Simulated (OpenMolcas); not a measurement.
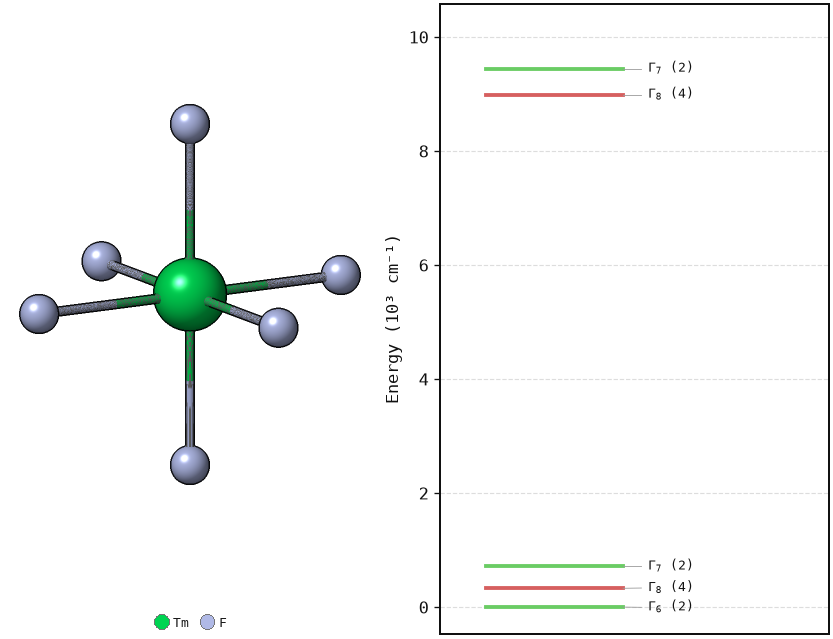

Tm²⁺ (4f¹³) as a dopant in NaF, a cluster with its 6 nearest F⁻ at 2.178 Å (octahedron) embedded in model potentials and point charges; the geometry was set, not optimised, and its levels. Labels give the representation in O, Td, D4 or D3 as the site allows (double group for half-integer spin) where it could be assigned and, in brackets, the degeneracy; spin-free states, where drawn, share the zero of the spin-orbit levels. Level of the calculation: state-averaged CASSCF, active space 13 electrons in the shell 4f, basis ANO-RCC-VDZP on all atoms, DKH2 scalar Hamiltonian, spin-orbit coupling by RASSI with atomic mean-field integrals (OpenMolcas).

What does the figure show?

Answer. The ground level is Γ₆, a Kramers doublet, 100 % from states of spin multiplicity 2, effective J = 3.50, with |mJ| = 1/2 the largest share (58 %). Its principal g values are 2.65, 2.65 and 2.65, isotropic. The next level lies at 329 cm⁻¹ (Γ₈). The lowest J multiplet spreads over 712 cm⁻¹. The active orbitals hold 100 % metal character (Löwdin), and the Mulliken charge of the metal is +1.77.

Caveat: the geometry is set by hand, with no relaxation and no charge compensation.
